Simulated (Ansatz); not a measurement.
**wB97X/def2-SVP run of CH4BFOSi (SMILES O=CB[SiH2]F)**

What is the vertical ionisation energy of CH4BFOSi at wB97X/def2-SVP? 

The calculation is run with Ansatz 0.2.0.

152 further runs of the same task are left out: 152 set aside as unsound or not needed.

## 1. The molecule

The species is CH4BFOSi (9 atoms), meant as a singlet with charge 0. As SMILES, `O=CB[SiH2]F`. Geometry: relaxed at PBE0-D4/def2-TZVP. This is one conformer, not always the lowest.

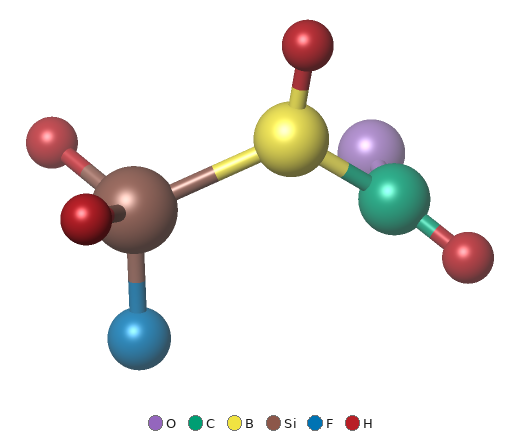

The structure, seen from a chosen angle (oxygen purple, carbon teal, boron yellow, silicon brown, fluorine blue, hydrogen red).

## 2. The energy at wB97X/def2-SVP

Input file in.yaml:

```yaml
basis:
  gaussian:
    orbitals: def2-SVP
crystal:
  periodic: [false, false, false]
  atoms:
    - {symbol: O, position_ang: [-0.789500, 0.780400, 1.703800]}
    - {symbol: C, position_ang: [-0.128300, 1.442100, 0.910400]}
    - {symbol: B, position_ang: [0.628100, 0.188700, 0.495800]}
    - {symbol: Si, position_ang: [-0.077200, -1.007600, -0.945000]}
    - {symbol: F, position_ang: [-1.360800, -0.349200, -1.659700]}
    - {symbol: H, position_ang: [-0.262400, 2.525000, 0.778500]}
    - {symbol: H, position_ang: [1.608700, -0.084900, 1.121700]}
    - {symbol: H, position_ang: [0.964000, -1.202600, -1.991900]}
    - {symbol: H, position_ang: [-0.494200, -2.338100, -0.430900]}
magnetization:
  spin_polarized: false
  initial_magnetization: 0
hamiltonian:
  xc: {name: wB97X}
accuracy: high
output: {orbitals: {seedname: orbitals}}
```

The run is started by

```
$ ansatz run in.yaml --threads 1 --pin off --max-ram 3480MiB --events-out events.jsonl --progress --plain --runs-dir runs
```

What it wrote:

```text
Warning: RAYON_NUM_THREADS=1 ignored (pool sized by the plan → 1); use --threads N
Functional definition: wB97X
  name "wB97X"
  parameter omega = 0.3/bohr
  parameter cx = 0.157706
  parameter cx1 = 0.726479
  parameter cx2 = 1.04760
  parameter cx3 = -5.70635
  parameter cx4 = 13.2794
  parameter css1 = -4.33879
  parameter css2 = 18.2308
  parameter css3 = -31.7430
  parameter css4 = 17.2901
  parameter cos1 = 2.37031
  parameter cos2 = -11.3995
  parameter cos3 = 6.58405
  parameter cos4 = -3.78132
  exchange = spin_sum(e_x_unif_sr(omega)*poly(b97_u_x, 1 - cx, cx1, cx2, cx3, cx4)) + cx*exact_x_sr(omega)
      + exact_x_lr(omega)
  correlation = spin_sum(e_c_pw_same_spin*poly(b97_u_same, 1, css1, css2, css3, css4))
      + integral(e_c_pw_opposite_spin*poly(b97_u_opposite, 1, cos1, cos2, cos3, cos4))
2118 factors; integrals over basis functions are off by at most 3.7e-9 eV
380 factors; integrals over basis functions are off by at most 1.9e-9 eV
mean field evaluation 1: about -14406.9192 eV, gradient 4.3e1 eV
mean field evaluation 2: about -14404.5260 eV, gradient 5.9e1 eV
mean field evaluation 4: about -14410.3584 eV, gradient 3.2e0 eV
mean field evaluation 8: about -14410.5142 eV, gradient 1.4e-1 eV
mean field evaluation 16: about -14410.5144 eV, gradient 3.2e-4 eV
mean field -14410.51442765 eV, -529.5766374186 hartree, gradient 5.5e-8 eV, S^2 0.000000; 0 other end points of the search recorded, 0 dependent functions left out
reference -14410.51442461 eV, -529.5766373068 hartree; 23, 23 occupied and 71, 71 virtual orbitals, 2118 factors
Total energy: -14410.51442461 eV, -529.5766373068 hartree
```

Wall time 32 s (1 thread of Arm Neoverse V2, shared host); peak memory 0.55 GiB.

## 3. The doublet cation, same level

Input file input.yaml:

```yaml
crystal:
  periodic: [false, false, false]
  atoms:
    - symbol: O
      position_ang: [-0.789500, 0.780400, 1.703800]
    - symbol: C
      position_ang: [-0.128300, 1.442100, 0.910400]
    - symbol: B
      position_ang: [0.628100, 0.188700, 0.495800]
    - symbol: Si
      position_ang: [-0.077200, -1.007600, -0.945000]
    - symbol: F
      position_ang: [-1.360800, -0.349200, -1.659700]
    - symbol: H
      position_ang: [-0.262400, 2.525000, 0.778500]
    - symbol: H
      position_ang: [1.608700, -0.084900, 1.121700]
    - symbol: H
      position_ang: [0.964000, -1.202600, -1.991900]
    - symbol: H
      position_ang: [-0.494200, -2.338100, -0.430900]
basis:
  gaussian:
    orbitals: def2-SVP
total_charge: 1
magnetization:
  spin_polarized: true
  initial_magnetization: 1
hamiltonian:
  xc: {name: wB97X}
accuracy: high
output:
  orbitals: {seedname: orbitals}
```

The run is started by

```
$ ansatz run input.yaml --threads 1 --pin off --max-ram 3480MiB --events-out events.jsonl --progress --plain --runs-dir runs
```

What it wrote (excerpt; [...] marks lines left out):

```text
Warning: RAYON_NUM_THREADS=1 ignored (pool sized by the plan → 1); use --threads N
[... 2 set-up lines as earlier in the session ...]
[...]
      + exact_x_lr(omega)
[...]
      + integral(e_c_pw_opposite_spin*poly(b97_u_opposite, 1, cos1, cos2, cos3, cos4))
2117 factors; integrals over basis functions are off by at most 3.7e-9 eV
380 factors; integrals over basis functions are off by at most 1.9e-9 eV
[...]
mean field -14400.00656205 eV, -529.1904804801 hartree, gradient 9.0e-8 eV, S^2 0.775624; 2 other end points of the search recorded, 0 dependent functions left out
reference -14400.00655910 eV, -529.1904803718 hartree; 23, 22 occupied and 71, 72 virtual orbitals, 2117 factors
Total energy: -14400.00655910 eV, -529.1904803718 hartree
```

It took 2.3 min on 1 thread of Arm Neoverse V2, shared host; peak memory 0.91 GiB.

## 4. Results

Level: wB97X/def2-SVP.

| quantity | value |
| --- | --- |
| singlet CH4BFOSi: total energy | -529.57664 Eh |
| singlet CH4BFOSi: HOMO energy | -10.51 eV |
| singlet CH4BFOSi: LUMO energy | 0.65 eV |
| singlet CH4BFOSi: HOMO–LUMO gap | 11.16 eV |
| doublet cation: total energy | -529.19048 Eh |
| doublet cation: HOMO energy (highest over α and β) | -16.69 eV |
| doublet cation: LUMO energy (lowest over α and β) | -10.49 eV |
| doublet cation: ⟨S²⟩ | 0.776 |
| vertical ionisation energy (to the doublet cation) | 10.508 eV |

**Reading.** The vertical ionisation energy comes to 10.51 eV (242 kcal/mol). The negative HOMO energy of the first species, 10.51 eV, lies 0.01 eV above that difference.
